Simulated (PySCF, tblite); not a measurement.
# C7H12BP: geometry, infrared bands and NMR shifts

What infrared bands and NMR shifts should C7H12BP (`[BH3-][P+]1(/C=C/C)C=CC=C1`) show?

Computed with tblite 0.8.0 and PySCF 2.14.0, with density-fitted response routines of our own, on a single molecule in the gas phase. Atoms are numbered from 0 throughout.

## Step 1: The molecule as given

21 atoms, charge 0, multiplicity 1; geometry from: force field or distance geometry start.

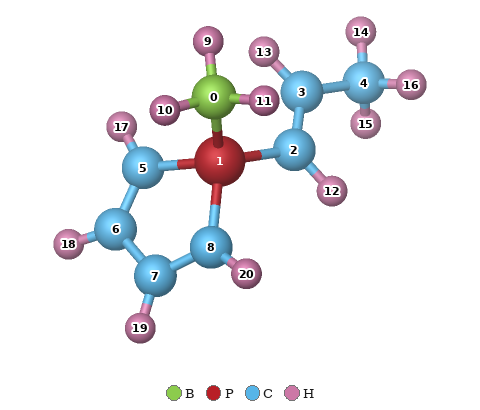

The starting geometry (boron green, phosphorus red, carbon blue, hydrogen pink), atoms numbered.

## Step 2: Geometry optimisation with GFN2-xTB

The job: settings as JSON, then the geometry in Å.

```
{"job": {"kind": "relax", "xc": "GFN2-xTB", "basis": "xTB"}, "charge": 0, "multiplicity": 1}
B     -0.323500     1.917400    -1.294800
P     -0.539800     0.447600    -0.137200
C      0.986300    -0.047500     0.704100
C      2.026000    -0.476300    -0.009300
C      3.292700    -0.893500     0.691400
C     -1.357700    -0.932700    -0.897700
C     -2.521800    -1.176100    -0.323200
C     -2.827500    -0.258500     0.790900
C     -1.882000     0.637800     1.005600
H      0.418700     1.631500    -2.164300
H     -1.393400     2.204400    -1.761300
H      0.095300     2.845400    -0.683500
H      1.022100     0.026400     1.793400
H      1.973200    -0.551200    -1.086400
H      4.033700    -1.215700    -0.068600
H      3.090500    -1.728800     1.396500
H      3.715100    -0.028500     1.250300
H     -0.954800    -1.503300    -1.726100
H     -3.180900    -1.973800    -0.631600
H     -3.739500    -0.314400     1.373900
H     -1.941800     1.406700     1.777400
```

The run is started by

```console
> OMP_NUM_THREADS=1 python probes_run.py task.json out
```

One launch serves the whole session: the jobs run in the order shown.

**Question.** This job is followed by: GFN2-xTB harmonic vibrations, gas phase; GIAO PBE0/pcSseg-1 NMR shielding, non-relativistic, gas phase. What will the session give for the following? strongest single infrared mode (GFN2-xTB); zero-point energy (GFN2-xTB); ¹³C shifts against TMS (PBE0/pcSseg-1, means over atoms taken as alike); ¹H shifts against TMS (PBE0/pcSseg-1, means over atoms taken as alike); ¹¹B shifts against BF3·OEt2 (PBE0/pcSseg-1); ³¹P shifts against H3PO4 (PBE0/pcSseg-1).

As calculated:

```
                                                               quantity                                   value
                              strongest single infrared mode (GFN2-xTB)                   1065 cm⁻¹, 243 km/mol
                                           zero-point energy (GFN2-xTB)                          102.8 kcal/mol
¹³C shifts against TMS (PBE0/pcSseg-1, means over atoms taken as alike)    162.6, 149.1, 145.0, 121.6, 24.9 ppm
 ¹H shifts against TMS (PBE0/pcSseg-1, means over atoms taken as alike)  7.38, 7.20, 6.74, 5.43, 2.12, 0.90 ppm
                            ¹¹B shifts against BF3·OEt2 (PBE0/pcSseg-1)                               -51.6 ppm
                               ³¹P shifts against H3PO4 (PBE0/pcSseg-1)                                22.5 ppm
```

In words: Relaxing lowered the energy by 0.374 eV in 185 steps; the close pair that moved most is B0–P1, from 1.883 to 1.936 Å. All 57 modes are real, so the xTB geometry is a minimum. The strongest single mode, at 1065 cm⁻¹, moves mainly H11, H9 and H10. GFN2-xTB is a fitted tight-binding method: band positions and strengths are rough. Its intensities can rank the bands wrongly. At PBE0/pcSseg-1: The widest tensor belongs to C3: span 274 ppm, with a paramagnetic part of -234 ppm.
